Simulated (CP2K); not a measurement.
**CH4AlO2 (SMILES C[O][Al][OH]) at 3 levels**

We compute a comparison of 3 runs (PM3, PM6, GFN1-xTB) of CH4AlO2. 

Program for the calculation: CP2K 2026.2.

6 further runs of the same task are left out: 5 that didn't finish, 1 set aside as unsound or not needed.

## (1) Starting point

CH4AlO2: 8 atoms, total charge 0, spin state doublet. SMILES: `C[O][Al][OH]`. The C1–O2 distance was set to 3.068 Å, away from the relaxed value. At this shape a bond of the SMILES string is far longer than usual.

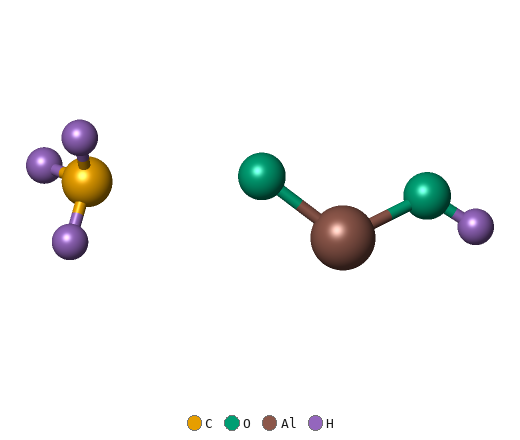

The structure, seen from a chosen angle (carbon amber, oxygen teal, aluminium brown, hydrogen purple).

## (2) The energy at PM3 (run 1)

Input file gas.inp:

```
&GLOBAL
   PROJECT gas
   RUN_TYPE ENERGY
   PRINT_LEVEL MEDIUM
&END

&FORCE_EVAL
   METHOD QUICKSTEP
   &DFT
      CHARGE 0
      MULTIPLICITY 2
      UKS T
      &QS
         METHOD PM3
         EPS_DEFAULT 1.0E-10
         &SE
            &COULOMB
               CUTOFF [angstrom] 50
               RC_RANGE [angstrom] 0
            &END
            &EXCHANGE
               CUTOFF [angstrom] 50
               RC_RANGE [angstrom] 0
            &END
         &END
      &END
      &POISSON
         PERIODIC NONE
         POISSON_SOLVER ANALYTIC
      &END
      &SCF
         SCF_GUESS ATOMIC
         EPS_SCF 1.0E-06
         MAX_SCF 150
         &DIAGONALIZATION
            ALGORITHM STANDARD
         &END
         &MIXING
            METHOD DIRECT_P_MIXING
            ALPHA 0.4
         &END
      &END
      &PRINT
         &MOMENTS
            PERIODIC F
            REFERENCE COM
            MAX_MOMENT 1
         &END
         &MO ON
            ENERGIES T
            OCCUPATION_NUMBERS T
            NDIGITS 6
            &EACH
               QS_SCF 0
            &END
            ADD_LAST NUMERIC
         &END
         &HIRSHFELD OFF
         &END
      &END
   &END
   &SUBSYS
      &CELL
         ABC [angstrom] 18.1 22.4 20.2
         PERIODIC NONE
      &END
      &COORD
         C      9.327954    13.787752     8.995420
         O      8.605246    11.404247    10.786680
         Al     8.578446     9.722147    10.735380
         O      8.039146     8.929848    12.140280
         H      9.696454    13.480152     8.009420
         H      8.449854    14.424252     8.844520
         H     10.105254    14.393352     9.472820
         H      7.994746     7.975747    12.190580
      &END
   &END
&END
```

The run is started by

```
OMP_NUM_THREADS=1 cp2k.psmp gas.inp > gas.out
```

Log:

```text
CP2K| version string:                                       CP2K version 2026.2
[...]
 GLOBAL| Method name                                                        CP2K
[...]
 GLOBAL| Run type                                                         ENERGY
[...]
                             - Atoms:                                          8
[...]
                             - Spherical basis functions:                     20
[...]
 Number of electrons:                                                         12
[...]
     1 P_Mix/Diag. 0.40E+00    0.0     0.42058356       -25.1574923355 -2.52E+01
[...]
    60 DIIS/Diag.  0.89E-06    0.0     0.00000094       -29.9851428465 -1.40E-11
  *** SCF run converged in    60 steps ***
  Core-core repulsion energy [eV]:                            992.93247404034162
  Core Hamiltonian energy [eV]:                             -1317.67324386187920
  Two-electron integral energy [eV]:                         -982.39292433619607
  Electronic energy [eV]:                                   -1808.86970602997735
  Total energy [eV]:                                         -815.93723198963562
  Atomic reference energy [eV]:                               814.13275103904232
  Heat of formation [kcal/mol]:                               -41.61232256984403
[...]
 SE_DIPOLE| Moment [Debye]         -0.72735779       4.18729125       2.28300657
 SE_DIPOLE| Derivative [a.u.]       0.00000000       0.00000000       0.00000000
 ENERGY| Total FORCE_EVAL ( QS ) energy [hartree]            -29.985142846494526
[...]
```

It took 0.38 s on 1 thread of Arm Neoverse V1, shared host; peak memory 0.14 GiB.

## (3) The energy at PM6 (run 2)

Input file molecule.inp:

```
&GLOBAL
   PROJECT_NAME molecule
   RUN_TYPE ENERGY
   PRINT_LEVEL MEDIUM
&END GLOBAL

&FORCE_EVAL
   METHOD Quickstep
   &DFT
      MULTIPLICITY 2
      UNRESTRICTED_KOHN_SHAM T
      &QS
         METHOD PM6
         EPS_DEFAULT 1.0E-10
         &SE
            &COULOMB
               CUTOFF [angstrom] 50
               RC_RANGE [angstrom] 0
            &END COULOMB
            &EXCHANGE
               CUTOFF [angstrom] 50
               RC_RANGE [angstrom] 0
            &END EXCHANGE
         &END SE
      &END QS
      ! cluster boundary conditions
      &POISSON
         PERIODIC NONE
         POISSON_SOLVER ANALYTIC
      &END POISSON
      ! SCF settings
      &SCF
         SCF_GUESS ATOMIC
         EPS_SCF 1.0E-07
         MAX_SCF 80
         &DIAGONALIZATION
            ALGORITHM STANDARD
         &END DIAGONALIZATION
         &MIXING
            METHOD DIRECT_P_MIXING
            ALPHA 0.4
         &END MIXING
      &END SCF
      ! extra output
      &PRINT
         &MOMENTS
            PERIODIC F
            REFERENCE COM
            MAX_MOMENT 1
         &END MOMENTS
         &MO ON
            ENERGIES T
            OCCUPATION_NUMBERS T
            NDIGITS 6
            &EACH
               QS_SCF 0
            &END EACH
            ADD_LAST NUMERIC
         &END MO
         &HIRSHFELD OFF
         &END HIRSHFELD
      &END PRINT
   &END DFT
   ! structure
   &SUBSYS
      ! vacuum box
      &CELL
         ABC 14.1 18.4 16.2
         PERIODIC NONE
      &END CELL
      &COORD
         UNIT bohr
         C      1.2980680     5.0380193    -3.1123014
         O     -0.0676522     0.5338476     0.2726875
         Al    -0.1182969    -2.6448607     0.1757445
         O     -1.1374262    -4.1420907     2.8306208
         H      1.9944321     4.4567395    -4.9755714
         H     -0.3613005     6.2408300    -3.3974611
         H      2.7669521     6.1824374    -2.2101462
         H     -1.2213300    -5.9450784     2.9256740
      &END COORD
      &TOPOLOGY
         &CENTER_COORDINATES
         &END CENTER_COORDINATES
      &END TOPOLOGY
   &END SUBSYS
&END FORCE_EVAL
```

The run is started by

```
OMP_NUM_THREADS=1 cp2k.psmp -i molecule.inp > molecule.out 2>&1
```

Log:

```text
CP2K| version string:                                       CP2K version 2026.2
[...]
 GLOBAL| Method name                                                        CP2K
[...]
 GLOBAL| Run type                                                         ENERGY
[...]
                             - Atoms:                                          8
[...]
                             - Spherical basis functions:                     25
[...]
 Number of electrons:                                                         12
[...]
     1 P_Mix/Diag. 0.40E+00    0.0     0.37912710       -24.5751028237 -2.46E+01
[...]
    29 DIIS/Diag.  0.68E-07    0.0     0.00000004       -29.6876271599  1.60E-13
  *** SCF run converged in    29 steps ***
  Core-core repulsion energy [eV]:                            997.18540291030820
  Core Hamiltonian energy [eV]:                             -1368.19006738430176
  Two-electron integral energy [eV]:                         -873.67350792928789
  Electronic energy [eV]:                                   -1805.02682134894576
  Total energy [eV]:                                         -807.84141843863756
  Atomic reference energy [eV]:                               807.56624703904231
  Heat of formation [kcal/mol]:                                -6.34560372509782
[...]
 SE_DIPOLE| Moment [Debye]         -0.86723036       6.36634303       2.82375645
 SE_DIPOLE| Derivative [a.u.]       0.00000000       0.00000000       0.00000000
 ENERGY| Total FORCE_EVAL ( QS ) energy [hartree]            -29.687627159910015
[...]
```

Wall time 0.32 s (1 thread of Arm Neoverse V1, shared host); peak memory 0.14 GiB.

## (4) The energy at GFN1-xTB (run 3)

Input file calc.inp:

```
&GLOBAL
    PROJECT_NAME calc
    RUN_TYPE ENERGY
    PRINT_LEVEL MEDIUM
&END GLOBAL
&FORCE_EVAL
    METHOD QS
    &DFT
        MULTIPLICITY 2
        LSD T
        ! Quickstep
        &QS
            METHOD XTB
            EPS_DEFAULT 1.0E-10
            &XTB
                GFN_TYPE 1
                CHECK_ATOMIC_CHARGES F
            &END XTB
        &END QS
        ! cluster boundary conditions
        &POISSON
            PERIODIC NONE
            POISSON_SOLVER ANALYTIC
        &END POISSON
        &SCF
            SCF_GUESS ATOMIC
            EPS_SCF 1.0E-06
            MAX_SCF 40
            &OT
                MINIMIZER CG
                PRECONDITIONER FULL_SINGLE_INVERSE
            &END OT
            &OUTER_SCF
                EPS_SCF 1.0E-06
                MAX_SCF 10
            &END OUTER_SCF
        &END SCF
        ! extra output
        &PRINT
            &MOMENTS
                PERIODIC F
                REFERENCE COM
                MAX_MOMENT 1
            &END MOMENTS
            &MO_CUBES
                NLUMO 3
                NHOMO -1
                WRITE_CUBE F
            &END MO_CUBES
            &HIRSHFELD OFF
            &END HIRSHFELD
        &END PRINT
    &END DFT
    &SUBSYS
        ! vacuum box
        &CELL
            ABC 10.1 14.4 12.2
            PERIODIC NONE
        &END CELL
        &COORD
            UNIT bohr
            C      1.2980680     5.0380193    -3.1123014
            O     -0.0676522     0.5338476     0.2726875
            Al    -0.1182969    -2.6448607     0.1757445
            O     -1.1374262    -4.1420907     2.8306208
            H      1.9944321     4.4567395    -4.9755714
            H     -0.3613005     6.2408300    -3.3974611
            H      2.7669521     6.1824374    -2.2101462
            H     -1.2213300    -5.9450784     2.9256740
        &END COORD
        &TOPOLOGY
            &CENTER_COORDINATES
            &END CENTER_COORDINATES
        &END TOPOLOGY
    &END SUBSYS
&END FORCE_EVAL
```

The run is started by

```
OMP_NUM_THREADS=1 cp2k.psmp calc.inp > calc.out
```

Log:

```text
CP2K| version string:                                       CP2K version 2026.2
[...]
 GLOBAL| Method name                                                        CP2K
[...]
 GLOBAL| Run type                                                         ENERGY
[...]
                             - Atoms:                                          8
[...]
                             - Spherical basis functions:                     29
[...]
 Number of electrons:                                                         12
[...]
     1 OT CG       0.80E-01    0.0     0.13793778       -14.2076349627 -1.42E+01
[...]
     4 OT CG       0.16E+00    0.0     0.00000093       -14.8876827936 -2.06E-10
  *** SCF run converged in     4 steps ***
[...]
 TB_DIPOLE| Moment [Debye]          0.55288887      -3.97524211      -1.79466018
 TB_DIPOLE| Derivative [a.u.]       0.00000000       0.00000000       0.00000000
[...]
 ENERGY| Total FORCE_EVAL ( QS ) energy [hartree]            -14.887682793637250
[...]
```

Wall time 1.2 s (1 thread of Arm Neoverse V1, shared host); peak memory 0.15 GiB.

## (5) The series

```
run     level  SCF convergence threshold  iteration cap  energy (Eh)  dipole moment (D)  HOMO energy (eV)  heat of formation (kcal/mol)  wall time
  1       PM3                      1e-06            150   -29.985143               4.82            -10.00                         -41.6     0.38 s
  2       PM6                      1e-07             80   -29.687627               7.02             -9.28                          -6.3     0.32 s
  3  GFN1-xTB                      1e-06             40   -14.887683               4.40            -10.20                             –      1.2 s
```

## (6) What came out

| quantity | value |
| --- | --- |
| run 3: total energy | -14.88768 Eh |
| run 3: dipole moment (from atomic charges alone) | 4.40 D |
| run 3: HOMO energy (highest over α and β) | -10.20 eV |
| run 3: dispersion energy | -3.98 kJ/mol |

In words: The dipole moment (its size) runs from 4.40 D (GFN1-xTB) to 7.02 D (PM6). Some of these are taken from atomic charges alone. Force-field and semi-empirical energies have zeros of their own, so their totals don't compare. All runs together took 1.9 s, the longest 1.2 s.
